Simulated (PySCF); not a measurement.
SMILES [F][AlH][Cl] (HAlClF) at its PBE0/def2-SVP optimised geometry (Å):

```
4

Al    -0.2173     0.1584     0.0000
H      1.3477     0.1584     0.0000
F     -1.0433     1.5959     0.0000
Cl    -1.3477    -1.5959    -0.0019
```

Method: PBE0/def2-TZVP in PySCF 2.14.0. Cells within 0.4 Å of a nucleus heavier than hydrogen are left out (blank, or x).

Map of the deformation density (molecule minus spherical neutral atoms) (e/bohr³) on the plane z = 0.0 Å:

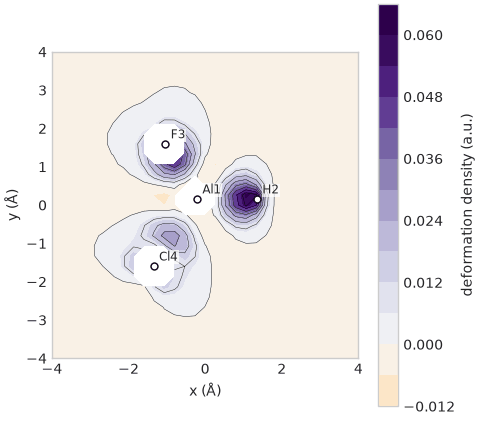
Fig. 1. Deformation density (molecule minus spherical neutral atoms) (e/bohr³) on the plane z = 0.0 Å.
